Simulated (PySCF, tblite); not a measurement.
# H8NOSi3 radical: geometry, infrared bands and EPR parameters

What infrared bands and EPR parameters should H8NOSi3 radical (`[SiH3][N][SiH2]O[SiH3]`) show?

Programs: tblite 0.8.0 and PySCF 2.14.0, with density-fitted response routines of our own. Each step states its level of theory. These are calculated values for one molecule in the gas phase, unless marked as measured. Atoms count from 0, in the outputs and in this text.

### 1 The molecule as given

13 atoms, charge 0, multiplicity 2; geometry from: force field or distance geometry start.

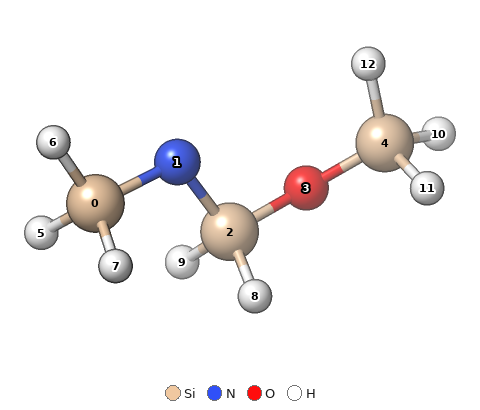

The starting geometry (silicon light orange, nitrogen blue, oxygen red, hydrogen white), atoms numbered.

### 2 Geometry optimisation with GFN2-xTB

What the job is given:

```
{"job": {"kind": "relax", "xc": "GFN2-xTB", "basis": "xTB"}, "charge": 0, "multiplicity": 2}
Si    -2.655300     0.211800    -0.128900
N     -0.983100     0.578300    -0.413100
Si     0.003400    -0.854400    -0.157200
O      1.568700    -0.421200    -0.439300
Si     2.713800     0.601900     0.160900
H     -3.168100    -0.809800    -1.084800
H     -3.450100     1.458400    -0.348800
H     -2.891800    -0.220400     1.276400
H     -0.121000    -1.354900     1.232500
H     -0.379200    -1.923000    -1.114400
H      4.038500     0.227500    -0.412300
H      2.848400     0.485900     1.632700
H      2.471200     2.020300    -0.221600
```

The run is started by

```console
> OMP_NUM_THREADS=1 python probes_run.py task.json out
```

One launch serves the whole session: the jobs run in the order shown.

Log:

```text
step      E/eV     max force
  0    -444.08231    1.998
  1    -444.18434    1.335
  2    -444.28856    0.844
  3    -444.31762    0.544
  4    -444.35595    0.408
  5    -444.36990    0.419
  6    -444.41313    0.388
  7    -444.42750    0.313
  8    -444.43978    0.262
  9    -444.45140    0.293
 10    -444.46973    0.451
 11    -444.49024    0.451
 12    -444.50763    0.320
 13    -444.51648    0.214
 14    -444.52140    0.212
 15    -444.52764    0.233
 16    -444.53598    0.345
 17    -444.54833    0.372
 18    -444.56402    0.326
 19    -444.58013    0.348
 20    -444.59239    0.246
 21    -444.59847    0.216
 22    -444.60193    0.210
 23    -444.60602    0.183
 24    -444.61054    0.221
 25    -444.61519    0.185
 26    -444.61852    0.156
 27    -444.62020    0.140
 28    -444.62136    0.119
 29    -444.62252    0.113
 30    -444.62492    0.117
 31    -444.62648    0.123
 32    -444.62827    0.095
 33    -444.62918    0.082
 34    -444.62991    0.062
 35    -444.63064    0.078
 36    -444.63157    0.091
 37    -444.63251    0.077
 38    -444.63329    0.051
 39    -444.63383    0.050
 40    -444.63436    0.057
 41    -444.63502    0.061
 42    -444.63570    0.069
 43    -444.63606    0.046
 44    -444.63653    0.046
 45    -444.63680    0.029
 46    -444.63701    0.030
 47    -444.63715    0.031
 48    -444.63756    0.045
 49    -444.63791    0.051
 50    -444.63838    0.048
 51    -444.63880    0.043
 52    -444.63915    0.038
 53    -444.63950    0.042
 54    -444.64004    0.060
 55    -444.64075    0.078
 56    -444.64122    0.138
 57    -444.64054    0.161
 58    -444.64169    0.113
 59    -444.64237    0.070
 60    -444.64263    0.040
 61    -444.64309    0.044
 62    -444.64338    0.042
 63    -444.64409    0.040
 64    -444.64429    0.037
 65    -444.64468    0.033
 66    -444.64497    0.034
 67    -444.64552    0.074
 68    -444.64615    0.105
 69    -444.64683    0.074
 70    -444.64752    0.089
 71    -444.64771    0.097
 72    -444.64822    0.040
 73    -444.64840    0.040
 74    -444.64900    0.045
 75    -444.64955    0.053
 76    -444.65033    0.071
 77    -444.65055    0.104
 78    -444.65124    0.069
 79    -444.65156    0.058
 80    -444.65221    0.047
 81    -444.65293    0.067
 82    -444.65358    0.062
 83    -444.65405    0.044
 84    -444.65448    0.058
 85    -444.65505    0.087
 86    -444.65579    0.106
 87    -444.65670    0.092
 88    -444.65743    0.068
 89    -444.65779    0.045
 90    -444.65797    0.055
 91    -444.65822    0.046
 92    -444.65846    0.032
 93    -444.65883    0.049
 94    -444.65922    0.058
 95    -444.65955    0.045
 96    -444.65973    0.024
 97    -444.65979    0.017
 98    -444.65981    0.016
 99    -444.65984    0.015
100    -444.65991    0.025
101    -444.66000    0.035
102    -444.66017    0.043
103    -444.66035    0.034
104    -444.66046    0.021
105    -444.66051    0.021
106    -444.66057    0.024
107    -444.66073    0.048
108    -444.66112    0.087
109    -444.66196    0.151
110    -444.66281    0.220
111    -444.66460    0.166
112    -444.66752    0.290
113    -444.66765    0.148
114    -444.67095    0.114
115    -444.67216    0.282
116    -444.67451    0.162
117    -444.67829    0.172
118    -444.68069    0.124
119    -444.68208    0.187
120    -444.68153    0.203
121    -444.68336    0.086
122    -444.68419    0.093
123    -444.68564    0.105
124    -444.68805    0.146
125    -444.68959    0.133
126    -444.69061    0.071
127    -444.69138    0.083
128    -444.69191    0.106
129    -444.69264    0.073
130    -444.69311    0.034
131    -444.69338    0.037
132    -444.69363    0.047
133    -444.69390    0.049
134    -444.69415    0.036
135    -444.69435    0.038
136    -444.69445    0.019
137    -444.69451    0.026
138    -444.69459    0.029
139    -444.69469    0.026
140    -444.69478    0.023
141    -444.69487    0.025
142    -444.69496    0.028
143    -444.69505    0.025
144    -444.69517    0.035
145    -444.69538    0.051
146    -444.69579    0.073
147    -444.69659    0.110
148    -444.69771    0.139
149    -444.69895    0.114
150    -444.69934    0.078
151    -444.69886    0.137
152    -444.70045    0.055
153    -444.70059    0.032
154    -444.70074    0.023
155    -444.70081    0.015
156    -444.70084    0.013
157    -444.70087    0.010
158    -444.70089    0.011
159    -444.70091    0.010
160    -444.70093    0.008
```

It took 0.94 s on 1 thread of Arm Neoverse V2, shared host.

Along the way: (not every step is listed)

| step | energy from step 0 (eV) | largest force (eV/Å) |
| --- | --- | --- |
| 0 | 0.0000 | 1.9980 |
| 1 | -0.1020 | 1.3346 |
| 2 | -0.2063 | 0.8436 |
| 3 | -0.2353 | 0.5444 |
| 4 | -0.2736 | 0.4076 |
| 5 | -0.2876 | 0.4194 |
| 6 | -0.3308 | 0.3884 |
| 7 | -0.3452 | 0.3134 |
| 8 | -0.3575 | 0.2618 |
| 22 | -0.5196 | 0.2099 |
| 36 | -0.5493 | 0.0907 |
| 50 | -0.5561 | 0.0477 |
| 64 | -0.5620 | 0.0370 |
| 78 | -0.5689 | 0.0685 |
| 92 | -0.5761 | 0.0324 |
| 106 | -0.5783 | 0.0239 |
| 120 | -0.5992 | 0.2027 |
| 134 | -0.6118 | 0.0357 |
| 148 | -0.6154 | 0.1392 |
| 155 | -0.6185 | 0.0147 |
| 156 | -0.6185 | 0.0127 |
| 157 | -0.6186 | 0.0098 |
| 158 | -0.6186 | 0.0111 |
| 159 | -0.6186 | 0.0103 |
| 160 | -0.6186 | 0.0084 |

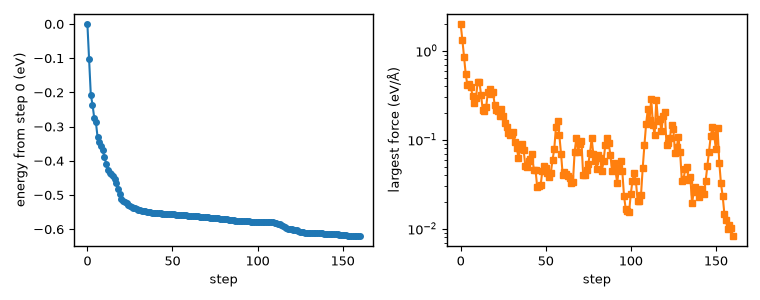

Energy and largest force along the relaxation.

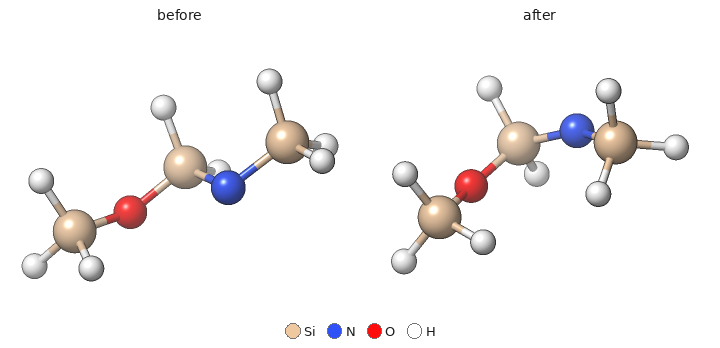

Before and after, at one scale.

Close pairs (by a distance rule), those that changed most:

| bond | before (Å) | after (Å) | change (Å) |
| --- | --- | --- | --- |
| N1–Si2 | 1.758 | 1.687 | -0.071 |
| Si0–N1 | 1.735 | 1.685 | -0.050 |
| O3–Si4 | 1.649 | 1.614 | -0.035 |
| Si4–H10 | 1.491 | 1.461 | -0.030 |
| Si4–H12 | 1.489 | 1.463 | -0.026 |
| Si0–H6 | 1.495 | 1.471 | -0.024 |
| Si2–O3 | 1.648 | 1.627 | -0.022 |
| Si2–H9 | 1.485 | 1.463 | -0.022 |

The next job starts from the end point, and lists it.

### 3 Infrared spectrum with GFN2-xTB

What the job is given:

```
{"job": {"kind": "ir", "xc": "GFN2-xTB", "basis": "xTB"}, "charge": 0, "multiplicity": 2}
Si    -2.304791     0.489568    -0.097204
N     -1.322073    -0.878998    -0.059708
Si     0.204719    -1.597109    -0.088768
O      1.442238    -0.541483    -0.105247
Si     2.132198     0.894038     0.155415
H     -3.428544     0.162926    -0.986395
H     -1.628707     1.711239    -0.558866
H     -2.802842     0.688989     1.273609
H      0.357875    -2.391691     1.130429
H      0.355771    -2.345712    -1.336733
H      3.406990     0.801446    -0.553016
H      2.307215     1.060179     1.598531
H      1.275563     1.947096    -0.389775
```

Log:

```text
mode    cm-1     km/mol
  1     -26.9      0.08
  2      35.8      0.09
  3      58.8      0.37
  4      63.2      0.26
  5      98.6     15.97
  6     102.5      8.39
  7     242.4     16.41
  8     441.9      6.95
  9     466.0     47.63
 10     531.9    103.63
 11     544.4     19.81
 12     585.3      1.98
 13     597.8     53.28
 14     617.4     23.41
 15     621.4     59.12
 16     714.1    177.55
 17     728.8     44.10
 18     733.8    322.58
 19     752.0     96.87
 20     765.9    123.51
 21     778.1    297.52
 22     785.9    203.75
 23     825.0    300.47
 24    1080.1    426.50
 25    1175.9      1.56
 26    2138.7    193.54
 27    2159.5    265.19
 28    2188.4     13.24
 29    2195.2    210.00
 30    2227.8     58.13
 31    2243.1    397.02
 32    2255.6    299.08
 33    2275.0     97.48
```

Run time: 0.38 s. Hardware: 1 thread of Arm Neoverse V2, shared host.

The strongest bands and the atoms that carry them (share of the mass-weighted mode):

| cm⁻¹ | km/mol | atoms |
| --- | --- | --- |
| 734 | 322.6 | H5 28 %, H7 28 %, H9 17 %, H8 16 % |
| 778 | 297.5 | H5 26 %, H6 22 %, H10 12 %, H11 12 % |
| 825 | 300.5 | H10 27 %, H11 27 %, H12 24 %, Si4 13 % |
| 1080 | 426.5 | O3 78 %, Si4 10 % |
| 2160 | 265.2 | H6 56 %, H5 38 % |
| 2195 | 210.0 | H8 50 %, H9 45 % |
| 2243 | 397.0 | H12 51 %, H11 43 % |
| 2256 | 299.1 | H11 39 %, H12 29 %, H10 28 % |

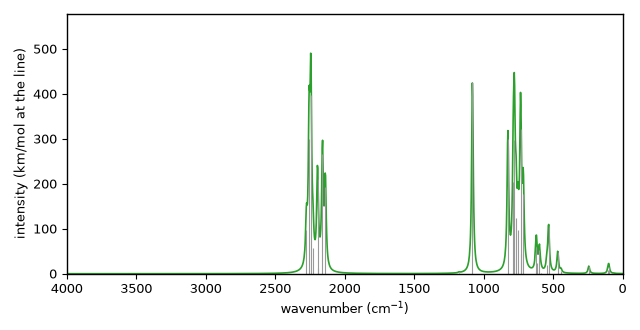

The infrared spectrum from these modes, unscaled. Lines are broadened to a width of 14 cm⁻¹ (Lorentzian).

### 4 EPR parameters: B3LYP/pcH-1

Same as in step 3 but for these lines:

```diff
@@ -1,2 +1,2 @@
-{"job": {"kind": "ir", "xc": "GFN2-xTB", "basis": "xTB"}, "charge": 0, "multiplicity": 2}
+{"job": {"kind": "epr", "basis": "pcH-1"}, "charge": 0, "multiplicity": 2}
 Si    -2.304791     0.489568    -0.097204
```

Level: UKS B3LYP, pcH-1 on H N O Si, non-relativistic, mean-field spin-orbit, GIAO.

Log:

```text
UKS, coarse grid
  cycle   1  E = -1003.19536157  |g| = 6.69e-01
  cycle   2  E = -1002.84692119  |g| = 1.15e+00
  cycle   3  E = -1003.35146926  |g| = 8.00e-02
  cycle   4  E = -1003.35288207  |g| = 5.77e-02
  cycle   5  E = -1003.35415448  |g| = 1.94e-02
  cycle   6  E = -1003.35433431  |g| = 3.00e-03
  cycle   7  E = -1003.35434593  |g| = 1.10e-03
  cycle   8  E = -1003.35434656  |g| = 3.58e-04
UKS, final grid
  cycle   1  E = -1003.35439950  |g| = 3.42e-04
  cycle   2  E = -1003.35439951  |g| = 4.55e-04
  cycle   3  E = -1003.35439961  |g| = 1.08e-04
  cycle   4  E = -1003.35439963  |g| = 5.99e-05
  cycle   5  E = -1003.35439968  |g| = 4.04e-05
  cycle   6  E = -1003.35439971  |g| = 3.78e-05
  cycle   7  E = -1003.35439972  |g| = 1.22e-05
  cycle   8  E = -1003.35439972  |g| = 1.54e-06
E = -1003.35439972 Eh   <S^2> = 0.7542 (exact 0.7500)
g shifts (ppm)      1          2          3
  rmc          -174       -174       -174
  gc            -12         52         43
  oz_so         102       2492      12338
  total         -84       2371      12207
hyperfine (MHz)  atom isotope    a_iso     a_fc   dipolar eigenvalues
    0  29Si      47.12      47.22     -2.34     -0.88      3.22
    1   14N      25.58      25.20    -37.88    -36.46     74.34
    2  29Si      52.54      52.63     -2.21     -0.53      2.74
    3   17O       4.20       4.21     -0.65      0.04      0.61
    4  29Si       0.22       0.22     -0.43      0.19      0.24
    5    1H      70.88      70.87     -3.93     -2.22      6.15
    6    1H       4.94       4.94     -3.16     -2.73      5.89
    7    1H     140.35     140.34     -4.33     -1.19      5.52
    8    1H      96.49      96.48     -4.11     -1.67      5.78
    9    1H     109.88     109.87     -4.20     -1.32      5.51
   10    1H      -0.01      -0.01     -0.54     -0.53      1.07
   11    1H       0.06       0.06     -0.81     -0.77      1.59
   12    1H      -0.09      -0.09     -1.18     -1.11      2.29
```

It took 60 s on 1 thread of Arm Neoverse V2, shared host; peak memory 0.78 GiB.

Principal g values 2.00224, 2.00469, 2.01453; g(iso) = 2.00715, against 2.00232 for a free electron.

Hyperfine couplings; where a row names several nuclei, a(iso) is their mean (it holds for fast rotation or exchange) and the dipolar term the largest among them:

| nuclei | isotope | a(iso) (MHz) | a(iso) (G, at g = 2.0023) | largest dipolar term (MHz) |
| --- | --- | --- | --- | --- |
| H8, H9 | 1H | 103.2 | 36.8 | 5.8 |
| H5, H6, H7 | 1H | 72.1 | 25.7 | 6.2 |
| Si2 | 29Si | 52.5 | 18.7 | 2.7 |
| Si0 | 29Si | 47.1 | 16.8 | 3.2 |
| N1 | 14N | 25.6 | 9.1 | 74.3 |
| O3 | 17O | 4.2 | 1.5 | -0.6 |
| Si4 | 29Si | 0.2 | 0.1 | -0.4 |
| H10, H11, H12 | 1H | 0.0 | 0.0 | 2.3 |

Mulliken spin populations:

Si0 -0.06; N1 0.88; Si2 -0.05; O3 0.00; Si4 0.00; H5 0.04; H6 0.00; H7 0.07; H8 0.05; H9 0.06; H10 0.00; H11 0.00; H12 0.00

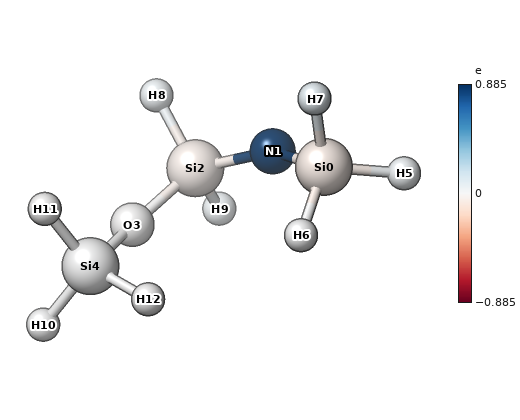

Mulliken spin populations, as colours on the atoms.

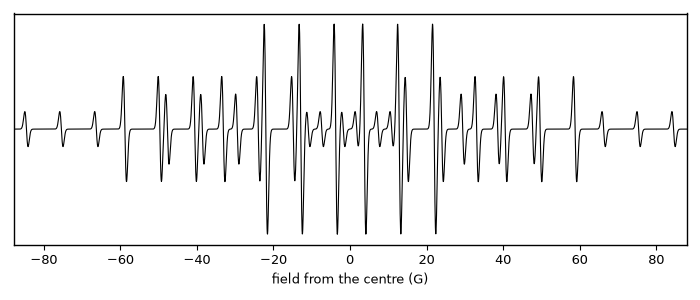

First-order isotropic spectrum (first derivative, main isotopes with spin only, couplings over 0.8 MHz, Gaussian width 0.4 G; couplings of the frozen geometry, rotation of groups not averaged beyond the rows shown).

The fields below are evaluated on a grid from the run's orbitals.

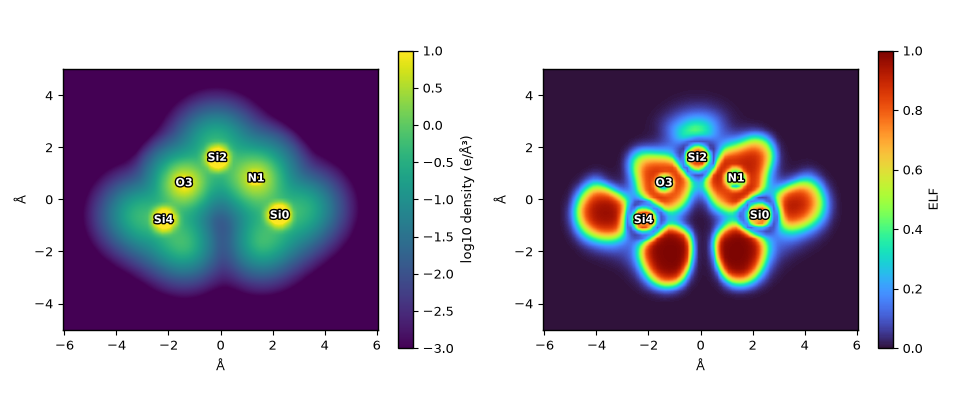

Density (left) and ELF (right) in a plane through or near 5 of the atoms.

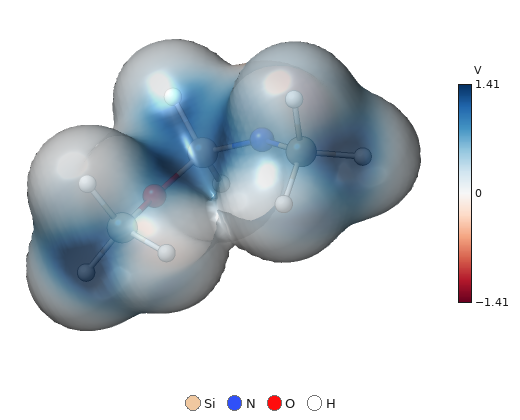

Electrostatic potential on the surface of density 0.002 e/bohr³; red is low, blue high. It runs from -0.86 V near N1 to 1.41 V near H12.

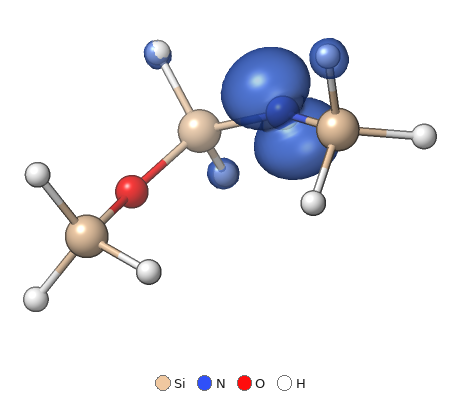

Spin density at ±0.06 e/Å³ (alpha excess blue, beta excess red).

### 5 What came out

| quantity | value |
| --- | --- |
| strongest single infrared mode (GFN2-xTB) | 1080 cm⁻¹, 426 km/mol |
| zero-point energy (GFN2-xTB) | 44.4 kcal/mol |
| g(iso) (B3LYP) | 2.00715 |
| ⟨S²⟩ | 0.754 (exact 0.75) |
| largest a(iso) (averaged by class) | 1H on H8, H9, 103.2 MHz |
| surface potential, least and greatest | -0.86 V and 1.41 V |

**Reading.** The optimisation took 160 steps and gained 0.619 eV; among the close pairs (by a distance rule), N1–Si2 changed most, from 1.758 to 1.687 Å. The lowest mode is imaginary (27i cm⁻¹), so the xTB geometry is not a minimum. The strongest single mode, at 1080 cm⁻¹, moves mainly O3. Unscaled tight-binding wavenumbers are off by several per cent, some by more. Its intensities can rank the bands wrongly. N1 carries the largest spin population, 0.88 e. The isotropic g lies 4.8 ppt above the free-electron value.
